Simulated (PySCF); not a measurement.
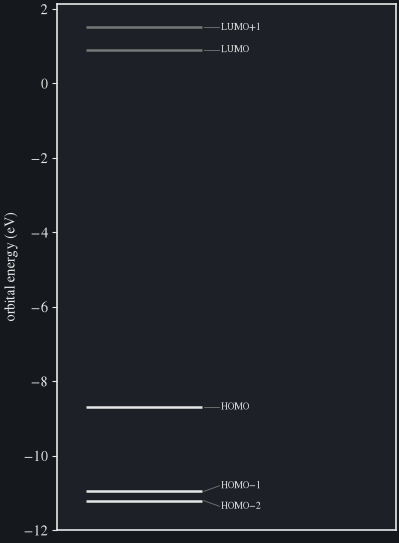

Kohn-Sham orbital energies near the frontier, CAM-B3LYP/def2-SVPD, PySCF 2.14.0, at a GFN2-xTB geometry (no frequency check), isolated molecule; empty levels in grey, levels within 0.03 eV side by side.

**Which molecule has this level scheme?**
A. C₈H₈, SMILES CC#CC#CC1CC1
B. C₆H₅F₂S⁺, SMILES FC(F)c1ccc[s+]c1
C. GeNH₅, SMILES [NH2][GeH3], singlet

C. HOMO −8.69 eV, LUMO 0.91 eV, separation 9.60 eV.

Note: the tight-binding geometry is rougher than a DFT one and adds to the error; empty levels above zero depend strongly on the basis.
